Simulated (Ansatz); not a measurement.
## Molecular dynamics of Si2NH8Cl (part 4 of 4)

Continued. System: Si2NH8Cl. Method: UKS PBE0/STO-3G (Ansatz 0.2.0). It belongs to a series of runs on one base structure; here: dynamics from the start.

Geometry of the input (Å):
```
Si -1.1625  0.1571  0.3933
N  0.3308  -1.2489  0.9666
H  -1.4797  0.2351  1.8213
H  -1.9981  1.2887  -0.0947
Cl -2.1450  -1.3699  -0.5370
H  0.9669  -0.5769  0.0045
Si 0.8441  0.9848  -1.0288
H  0.1880  -2.2315  0.7636
H  0.8080  -1.1619  1.8571
H  0.7458  0.5895  -2.4352
H  2.2942  0.9060  -0.7320
H  0.6075  2.4278  -0.9787
```

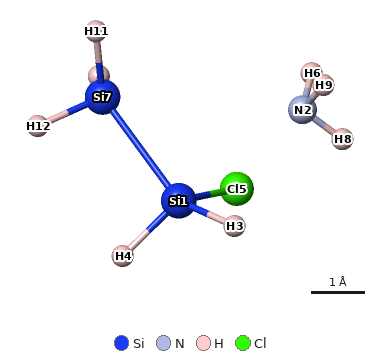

The geometry at step 126 of the log (ball-and-stick view, seen at a tilt; atoms are numbered from 1 in the order of the input).

### Trajectory as extended XYZ, continued
```
12
Properties=species:S:1:pos:R:3:forces:R:3 step=101 time_fs=50.5 energy=-29546.74125 temperature=1883.6
Si   -1.0960    0.3812    0.3972    0.2023   2.1037  -0.1974
N     0.3308   -1.7418    1.3109   -2.1836  -0.1987   4.1504
H    -0.8637    0.4698    1.8452   -0.1345  -0.4156  -0.5386
H    -2.1914    1.3959    0.2120    0.8088  -0.9042   0.1020
Cl   -1.8631   -1.2423   -0.6340   -1.1509  -1.5319   0.0291
H     0.8751   -2.3468    0.7099    1.2502  -1.6257  -1.7820
Si    0.4811    0.9448   -1.1419    0.5134  -0.6799  -0.3266
H    -0.6899   -2.3907    1.4123    4.5292   2.1934   0.6124
H     1.0396   -1.7801    2.2800   -3.5612  -0.3996  -3.0918
H     0.2778    0.4131   -2.5219    0.0091  -0.0425   1.3193
H     1.8765    0.6324   -0.7332   -0.9230   0.5662  -0.2865
H     0.1554    2.3142   -1.3269    0.6403   0.9348   0.0097
12
Properties=species:S:1:pos:R:3:forces:R:3 step=105 time_fs=52.5 energy=-29547.38087 temperature=2365.7
Si   -1.1278    0.3776    0.3992    1.9382   2.1077   0.3967
N     0.3237   -1.7824    1.3271   -2.2142   1.7700   2.4999
H    -0.9938    0.4171    1.8719    0.1282  -0.5055  -0.7948
H    -2.1120    1.4357    0.2658   -0.2577  -0.2366  -0.3694
Cl   -1.8437   -1.2303   -0.6210   -1.6735  -2.0636  -0.4600
H     0.8737   -2.3022    0.6945    1.3496  -2.2352  -2.8603
Si    0.4913    0.9501   -1.1678    0.2168  -1.5928   0.3392
H    -0.5940   -2.3381    1.5005    1.9931   0.4191   0.0148
H     0.9542   -1.8503    2.1745   -1.0184   0.0051   0.2881
H     0.3320    0.4566   -2.5592   -0.1912  -0.1398   1.1672
H     1.8931    0.7045   -0.8078   -0.5841   0.3568  -0.0017
H     0.1455    2.2818   -1.2822    0.3130   2.1148  -0.2196
12
Properties=species:S:1:pos:R:3:forces:R:3 step=109 time_fs=54.5 energy=-29546.33899 temperature=1581.2
Si   -1.1570    0.3768    0.4018    3.3274   1.8728   0.5122
N     0.3120   -1.8178    1.3472    4.1775   4.2595  -9.0742
H    -1.1190    0.3452    1.8698    0.3895  -0.5122  -0.5623
H    -2.0422    1.4673    0.3059   -1.1813   0.6098  -0.6946
Cl   -1.8261   -1.2206   -0.6085   -2.1027  -2.5852  -0.9658
H     0.9109   -2.3315    0.5887   -2.1488   0.6264   1.3533
Si    0.5017    0.9536   -1.1931   -0.8590   0.0435   1.4671
H    -0.4485   -2.2836    1.5948   -6.8965  -4.7254   0.9515
H     0.8470   -1.9229    2.0973    5.0530  -0.2095   6.7535
H     0.3786    0.4942   -2.5543   -0.4537  -0.4517   0.1691
H     1.8890    0.7899   -0.8821    0.2812   0.0431   0.3675
H     0.1490    2.3227   -1.2454    0.4135   1.0290  -0.2772
12
Properties=species:S:1:pos:R:3:forces:R:3 step=114 time_fs=57.0 energy=-29546.68066 temperature=1826.3
Si   -1.1871    0.3796    0.4059    3.5686   2.7219   0.0992
N     0.3105   -1.8493    1.3472    1.0533  -0.3920   2.0527
H    -1.2544    0.2288    1.8402    0.5374  -0.3444   0.0616
H    -2.0145    1.5353    0.3196   -0.9540   0.2538  -0.6776
Cl   -1.8073   -1.2125   -0.5945   -2.4454  -3.1342  -1.5815
H     0.8562   -2.3487    0.5214   -1.6425  -0.0726   2.1409
Si    0.5128    0.9584   -1.2217   -1.6050   2.6514   2.9715
H    -0.5350   -2.4113    1.7373    0.9112  -0.0970  -2.0439
H     0.9131   -2.0168    2.2595   -0.0907   0.5239  -2.1371
H     0.4118    0.5154   -2.5449   -0.6654  -0.7665  -1.0356
H     1.9003    0.8981   -0.9549    0.7630  -0.2622   0.5776
H     0.1767    2.4186   -1.2151    0.5695  -1.0822  -0.4278
12
Properties=species:S:1:pos:R:3:forces:R:3 step=118 time_fs=59.0 energy=-29545.68956 temperature=1073.3
Si   -1.2057    0.3860    0.4093    3.0298   3.8136  -0.1663
N     0.3140   -1.8733    1.3490   -2.3526  -1.0463   7.9163
H    -1.3401    0.1207    1.8163    0.5603  -0.0379   0.2556
H    -2.0336    1.6009    0.3018   -0.2227  -0.7776  -0.4155
Cl   -1.7953   -1.2097   -0.5851   -2.5196  -3.3932  -1.9591
H     0.7426   -2.3647    0.5512    0.6759  -1.8848  -0.5421
Si    0.5195    0.9659   -1.2403   -0.9212   3.0317   2.9061
H    -0.6179   -2.5472    1.7841    3.8065   2.2793  -2.7529
H     0.9926   -2.0740    2.3474   -1.8718   0.6071  -4.5930
H     0.4108    0.5016   -2.5745   -0.6113  -0.5305  -0.5462
H     1.9385    0.9742   -0.9895    0.0719  -0.4787   0.4488
H     0.2222    2.4579   -1.2087    0.3547  -1.5827  -0.5517
12
Properties=species:S:1:pos:R:3:forces:R:3 step=122 time_fs=61.0 energy=-29546.20750 temperature=1466.8
Si   -1.2202    0.3975    0.4126    2.6150   4.0036  -0.1442
N     0.3118   -1.9003    1.3710   -2.3469  -1.5163   5.5873
H    -1.4043    0.0117    1.8009    0.6072   0.4415   0.0129
H    -2.0624    1.6382    0.2681    0.1789  -1.3374  -0.1226
Cl   -1.7859   -1.2107   -0.5778   -2.4569  -3.3941  -2.1703
H     0.6485   -2.4454    0.5682    1.2045  -1.2938  -0.8457
Si    0.5249    0.9775   -1.2550   -0.0239   1.9039   2.0550
H    -0.5651   -2.6016    1.7308    2.8389   2.4613  -1.4735
H     1.0062   -2.1090    2.2695   -1.4045   0.2945  -3.2192
H     0.3869    0.4683   -2.6229   -0.4046  -0.0209   0.6622
H     1.9791    1.0319   -1.0070   -0.7293  -0.7178   0.2602
H     0.2806    2.4404   -1.2233   -0.0785  -0.8245  -0.6020
12
Properties=species:S:1:pos:R:3:forces:R:3 step=126 time_fs=63.0 energy=-29546.19637 temperature=1451.1
Si   -1.2310    0.4144    0.4157    2.5626   3.1049  -0.1654
N     0.3035   -1.9309    1.4062   -0.3664   0.7440  -5.8423
H    -1.4451   -0.0803    1.7858    0.6806   0.9549  -0.2666
H    -2.0858    1.6267    0.2294    0.0701  -1.1141   0.0703
Cl   -1.7793   -1.2153   -0.5729   -2.2808  -3.1212  -2.1832
H     0.5976   -2.5670    0.5603    0.6613   1.7484   1.0438
Si    0.5302    0.9916   -1.2668    0.2908  -0.0750   1.5423
H    -0.4192   -2.5739    1.6280   -3.2233  -1.5147   1.8906
H     0.9793   -2.1359    2.0847    3.2548  -1.0360   2.9791
H     0.3476    0.4337   -2.6475   -0.1740   0.3276   1.3628
H     1.9937    1.0623   -1.0143   -0.9259  -0.8888   0.1644
H     0.3358    2.3943   -1.2607   -0.5498   0.8700  -0.5958
12
Properties=species:S:1:pos:R:3:forces:R:3 step=130 time_fs=65.0 energy=-29545.79311 temperature=1147.0
Si   -1.2382    0.4355    0.4185    2.9036   1.5863  -0.5395
N     0.2946   -1.9592    1.4278    2.2722   2.0658  -6.9335
H    -1.4600   -0.1363    1.7617    0.7059   1.2598  -0.1951
H    -2.1079    1.5746    0.1929   -0.4750  -0.2580   0.1003
Cl   -1.7751   -1.2233   -0.5704   -1.9891  -2.6424  -2.0021
H     0.5734   -2.6299    0.5835    0.4999   2.4676   0.4473
Si    0.5358    1.0056   -1.2764   -0.3040  -1.0834   1.7643
H    -0.3895   -2.6042    1.5921   -5.1576  -3.5029   3.3454
H     1.0628   -2.1992    1.9936    2.7214  -1.0995   3.2266
H     0.3013    0.4104   -2.6227   -0.0320   0.2917   1.1630
H     1.9750    1.0591   -1.0149   -0.4098  -0.9140   0.1992
H     0.3708    2.3794   -1.3209   -0.7355   1.8290  -0.5759
12
Properties=species:S:1:pos:R:3:forces:R:3 step=134 time_fs=67.0 energy=-29546.28444 temperature=1524.1
Si   -1.2415    0.4588    0.4205    3.2489   0.3630  -1.3666
N     0.2908   -1.9835    1.4320    1.0859  -3.3169   0.9086
H    -1.4482   -0.1453    1.7313    0.6458   1.2064   0.2907
H    -2.1483    1.5125    0.1600   -1.0064   0.5441   0.0481
Cl   -1.7731   -1.2341   -0.5700   -1.6081  -2.0506  -1.6487
H     0.5682   -2.6058    0.6204    0.3496   0.7232  -1.3963
Si    0.5410    1.0185   -1.2835   -1.5000   0.3634   2.4898
H    -0.5251   -2.7415    1.6719    2.0842   1.9602   1.0135
H     1.2346   -2.2993    2.0173   -3.2059   0.5480  -0.4345
H     0.2533    0.3970   -2.5559   -0.0702  -0.1605   0.1795
H     1.9418    1.0214   -1.0076    0.4514  -0.7979   0.3118
H     0.3792    2.4274   -1.4027   -0.4754   0.6176  -0.3958
12
Properties=species:S:1:pos:R:3:forces:R:3 step=138 time_fs=69.0 energy=-29545.84030 temperature=1190.1
Si   -1.2404    0.4827    0.4206    2.8005   0.2220  -2.5320
N     0.2902   -2.0157    1.4378    0.4484  -3.6364   4.5002
H    -1.4117   -0.1088    1.7125    0.5422   0.8943   0.8976
H    -2.2246    1.4682    0.1294   -0.7316   0.4368   0.1565
Cl   -1.7728   -1.2472   -0.5714   -1.2083  -1.4090  -1.1699
H     0.5763   -2.5535    0.6062    0.0471  -0.7113  -2.2171
Si    0.5441    1.0319   -1.2872   -2.1972   2.3080   3.0491
H    -0.5992   -2.8187    1.7926    4.0646   3.1142  -0.9056
H     1.2994   -2.3819    2.0331   -4.2800   1.1498  -1.2838
H     0.2022    0.3772   -2.4823   -0.2111  -0.6924  -0.8117
H     1.9242    0.9533   -0.9886    0.7701  -0.5999   0.3240
H     0.3698    2.4976   -1.4989   -0.0447  -1.0760  -0.0071
12
Properties=species:S:1:pos:R:3:forces:R:3 step=142 time_fs=71.0 energy=-29546.81938 temperature=1938.1
Si   -1.2355    0.5070    0.4173    1.5771   0.5001  -3.3291
N     0.2911   -2.0579    1.4546    0.6744  -2.9630   1.8621
H    -1.3544   -0.0379    1.7265    0.4810   0.6657   0.9878
H    -2.3266    1.4390    0.1053    0.2598  -0.2181   0.4181
Cl   -1.7739   -1.2619   -0.5740   -0.8537  -0.7501  -0.6314
H     0.5830   -2.5202    0.5197   -1.0902   0.0911   0.5021
Si    0.5443    1.0483   -1.2868   -2.0024   2.4503   2.6517
H    -0.5259   -2.7827    1.8815    2.8965   2.0031  -1.7195
H     1.2086   -2.4231    2.0040   -2.2140   0.8023  -0.5337
H     0.1438    0.3328   -2.4361   -0.0868  -0.5957  -0.6619
H     1.9328    0.8627   -0.9580    0.0789  -0.2653   0.1102
H     0.3583    2.5301   -1.5956    0.2793  -1.7204   0.3434
12
Properties=species:S:1:pos:R:3:forces:R:3 step=146 time_fs=73.0 energy=-29546.72051 temperature=1860.0
Si   -1.2284    0.5319    0.4095    0.4931   0.2862  -3.0877
N     0.2936   -2.1068    1.4753    0.6614   3.4876  -6.1087
H    -1.2785    0.0593    1.7757    0.4437   0.6577   0.2338
H    -2.4193    1.4024    0.0969    1.0803  -0.5616   0.5666
Cl   -1.7758   -1.2773   -0.5774   -0.5316  -0.1462  -0.1027
H     0.5500   -2.4854    0.4504   -1.6175   0.5113   2.7909
Si    0.5417    1.0678   -1.2829   -1.6564   0.5818   1.7073
H    -0.3598   -2.6816    1.9138   -4.0447  -2.8592   0.6200
H     1.0520   -2.4392    1.9636    5.2475  -1.1799   2.8260
H     0.0832    0.2677   -2.4127    0.3499   0.1314   0.2883
H     1.9438    0.7624   -0.9234   -0.8352   0.2192  -0.1673
H     0.3570    2.5004   -1.6799    0.4094  -1.1284   0.4335
12
Properties=species:S:1:pos:R:3:forces:R:3 step=150 time_fs=75.0 energy=-29546.85806 temperature=1962.2
Si   -1.2206    0.5572    0.3975    0.1652  -0.2965  -2.2268
N     0.2988   -2.1474    1.4815    2.3810   4.0539  -2.7751
H    -1.1860    0.1816    1.8329    0.3226   0.6069  -0.7880
H    -2.4727    1.3460    0.1094    1.2213  -0.3732   0.4945
Cl   -1.7784   -1.2929   -0.5809   -0.2106   0.3431   0.3764
H     0.4596   -2.4355    0.4761   -0.7406  -0.5885   1.0758
Si    0.5369    1.0880   -1.2765   -1.5866  -2.0926   1.3172
H    -0.3343   -2.6783    1.9682   -5.1412  -3.1158   0.9935
H     1.0644   -2.4904    2.0127    3.6943  -0.3684   0.8215
H     0.0356    0.2072   -2.3795    0.6856   0.7542   0.8752
H     1.9247    0.6704   -0.8947   -1.1525   0.6442  -0.2880
H     0.3708    2.4306   -1.7488    0.3615   0.4327   0.1237
```
